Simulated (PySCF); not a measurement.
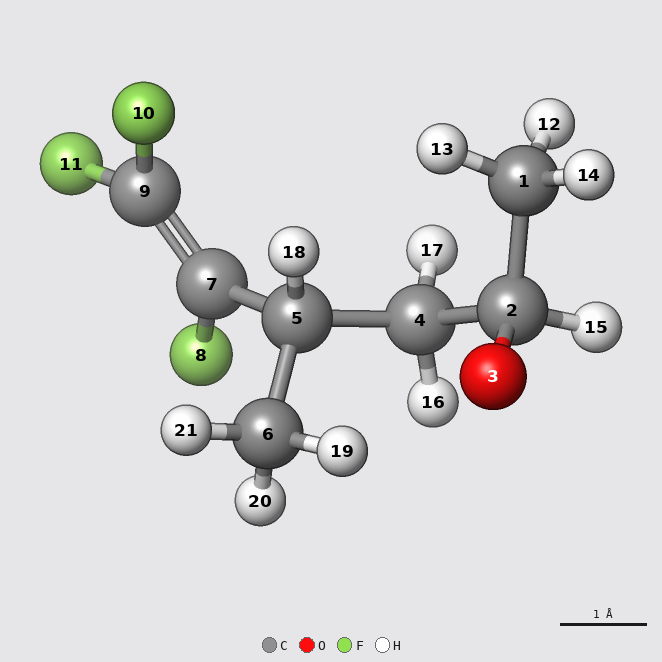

Atoms carry their numbers in the input. Charge −1, singlet. The geometry was computed by an optimisation with PBE0-D3(BJ)/def2-SVP. No frequency run is at hand to confirm it as a minimum.

List the bonds and their lengths. Leave out bonds to hydrogen.

```
  bond  length (Å)   order
 C1–C2       1.558  single
 C2–O3       1.314  single
 C2–C4       1.578  single
 C4–C5       1.537  single
 C5–C6       1.530  single
 C5–C7       1.485  single
 C7–F8       1.345  single
 C7–C9       1.332  double
C9–F10       1.322  single
C9–F11       1.326  single
```
